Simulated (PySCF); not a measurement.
# U-r2SCAN/STO-3G run of BSiH4 (SMILES B[SiH2])

Aim: the energy change on altering one bond length of BSiH4 at U-r2SCAN/STO-3G, from 2 runs. Input form: a Python script.

Program for the calculation: PySCF 2.14.0.

12 further runs of the same task are left out: 2 that didn't finish, 10 set aside as unsound or not needed.

## 1. The system as given

BSiH4: 6 atoms, total charge 0, spin state doublet. SMILES: `B[SiH2]`. The shape is that of a GFN2-xTB optimisation.

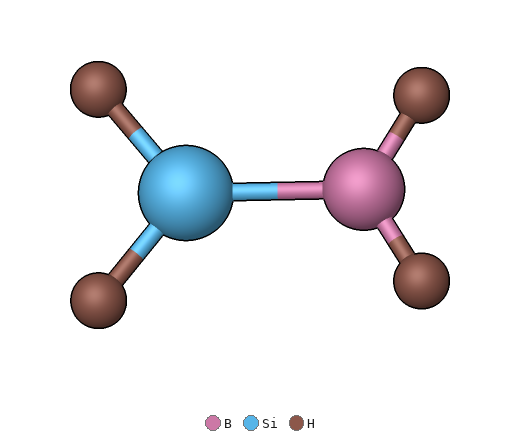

Viewed from a chosen angle; boron pink, silicon blue, hydrogen brown.

## 2. A single-point energy at U-r2SCAN/STO-3G

File start.xyz:

```xyz
6

B     -0.003690    -1.037180     0.114670
Si     0.004430     0.829590    -0.091960
H     -0.730970    -1.564260     0.876300
H      0.717450    -1.725110    -0.512520
H      0.828120     1.658960    -0.988060
H     -0.815330     1.838000     0.601560
```

File input.py:

```python
from pyscf import gto, dft

mol = gto.M(
    atom='start.xyz',
    verbose=4,
    max_memory=1860,
    basis='sto-3g',
    charge=0,
    spin=1,
)

ks = dft.UKS(mol)
ks.xc = 'r2scan'
ks.conv_tol = 1e-10
ks.grids.level = 5
ks.kernel()
if not ks.converged:
    ks = ks.newton().run(ks.mo_coeff, ks.mo_occ)

e_final = ks.e_tot
print(f'total energy: {e_final:.8f} hartree')
```

Launch:

```console
$ OMP_NUM_THREADS=1 python input.py
```

What it wrote:

```text
PySCF version 2.14.0

[INPUT] num. atoms = 6
[INPUT] num. electrons = 23
[INPUT] charge = 0
[INPUT] spin (= nelec alpha-beta = 2S) = 1
[INPUT] symmetry False subgroup None
[INPUT] Mole.unit = angstrom
[INPUT] Symbol           X                Y                Z      unit          X                Y                Z       unit  Magmom
[INPUT]  1 B     -0.003690000000  -1.037180000000   0.114670000000 AA   -0.006973089400  -1.959986141876   0.216694894704 Bohr   0.0
[INPUT]  2 Si     0.004430000000   0.829590000000  -0.091960000000 AA    0.008371486732   1.567697895678  -0.173779214415 Bohr   0.0
[INPUT]  3 H     -0.730970000000  -1.564260000000   0.876300000000 AA   -1.381333105273  -2.956022987612   1.655967002956 Bohr   0.0
[INPUT]  4 H      0.717450000000  -1.725110000000  -0.512520000000 AA    1.355784008069  -3.259985434748  -0.968522433362 Bohr   0.0
[INPUT]  5 H      0.828120000000   1.658960000000  -0.988060000000 AA    1.564919998275   3.134980051608  -1.867162794638 Bohr   0.0
[INPUT]  6 H     -0.815330000000   1.838000000000   0.601560000000 AA   -1.540750401142   3.473316616951   1.136783647493 Bohr   0.0

nuclear repulsion = 42.6065512049856
number of shells = 12
number of NR pGTOs = 54
number of NR cGTOs = 18
basis = sto-3g
ecp = {}

[... 37 lines left out ...]
WARN: HOMO -0.149115248488974 >= LUMO -0.149115248488975
[... 42 lines left out ...]
converged SCF energy = -312.937722008661  <S^2> = 0.75347286  2S+1 = 2.0034698
total energy: -312.93772201 hartree
```

It took 6.6 s on 1 thread of Intel Xeon Platinum 8488C (Sapphire Rapids), shared host; peak memory 0.21 GiB.

## 3. The distorted shape, same level

File input.py:

```python
from pyscf import gto, dft

mol = gto.M(
    atom='''
B     -1.301754     0.201106     1.243623
Si    -1.293634     2.067876     1.036993
H     -2.029034    -0.325974     2.005253
H      0.717450    -1.725110    -0.512520
H     -0.469944     2.897246     0.140893
H     -2.113394     3.076286     1.730513
''',
    verbose=4,
    max_memory=1860,
    spin=1,
    basis='sto-3g',
)

ks = dft.UKS(mol)
ks.xc = 'r2scan'
ks.grids.level = 5
ks.conv_tol = 1e-10
ks.kernel()
if not ks.converged:
    ks = ks.newton().run(ks.mo_coeff, ks.mo_occ)

e_final = ks.e_tot
print(f'total energy: {e_final:.8f} hartree')
```

Launch:

```console
$ OMP_NUM_THREADS=1 python input.py
```

What it wrote:

```text
PySCF version 2.14.0

[INPUT] num. atoms = 6
[INPUT] num. electrons = 23
[INPUT] charge = 0
[INPUT] spin (= nelec alpha-beta = 2S) = 1
[INPUT] symmetry False subgroup None
[INPUT] Mole.unit = angstrom
[INPUT] Symbol           X                Y                Z      unit          X                Y                Z       unit  Magmom
[INPUT]  1 B     -1.301754000000   0.201106000000   1.243623000000 AA   -2.459958541557   0.380035262007   2.350106872210 Bohr   0.0
[INPUT]  2 Si    -1.293634000000   2.067876000000   1.036993000000 AA   -2.444613965426   3.907719299561   1.959632763091 Bohr   0.0
[INPUT]  3 H     -2.029034000000  -0.325974000000   2.005253000000 AA   -3.834318557431  -0.616001583729   3.789378980462 Bohr   0.0
[INPUT]  4 H      0.717450000000  -1.725110000000  -0.512520000000 AA    1.355784008069  -3.259985434748  -0.968522433362 Bohr   0.0
[INPUT]  5 H     -0.469944000000   2.897246000000   0.140893000000 AA   -0.888065453883   5.475001455492   0.266249182868 Bohr   0.0
[INPUT]  6 H     -2.113394000000   3.076286000000   1.730513000000 AA   -3.993735853299   5.813338020834   3.270195624999 Bohr   0.0

nuclear repulsion = 39.8086693857763
number of shells = 12
number of NR pGTOs = 54
number of NR cGTOs = 18
basis = sto-3g
ecp = {}

[... 178 lines left out ...]
converged SCF energy = -312.720905786968  <S^2> = 1.7345159  2S+1 = 2.8174569
total energy: -312.72090579 hartree
```

Run time: 17 s. Hardware: 1 thread of Intel Xeon Platinum 8488C (Sapphire Rapids), shared host; peak memory 0.21 GiB.

## 4. Outcome

At U-r2SCAN/STO-3G:

```
                                                         quantity          value
                                        first shape: total energy  -312.93772 Eh
                                       first shape: dipole moment         1.53 D
                  first shape: HOMO energy (highest over α and β)       -3.03 eV
                   first shape: LUMO energy (lowest over α and β)       -0.67 eV
                                                first shape: ⟨S²⟩          0.753
                                    distorted shape: total energy  -312.72091 Eh
                                   distorted shape: dipole moment         1.25 D
              distorted shape: HOMO energy (highest over α and β)       -2.24 eV
               distorted shape: LUMO energy (lowest over α and β)       -0.25 eV
                                            distorted shape: ⟨S²⟩          1.735
energy change with the B1–H4 bond stretched from 1.178 to 3.297 Å       5.900 eV
```

What this shows: With the B1–H4 bond stretched from 1.178 to 3.297 Å the energy rises by 5.90 eV (569 kJ/mol). The first shape isn't relaxed at this level, so the change isn't measured from a minimum. The minimal basis adds a large error of its own. ⟨S²⟩ (distorted shape) is 1.73 where a pure doublet has 0.75: the reference is spin-contaminated.
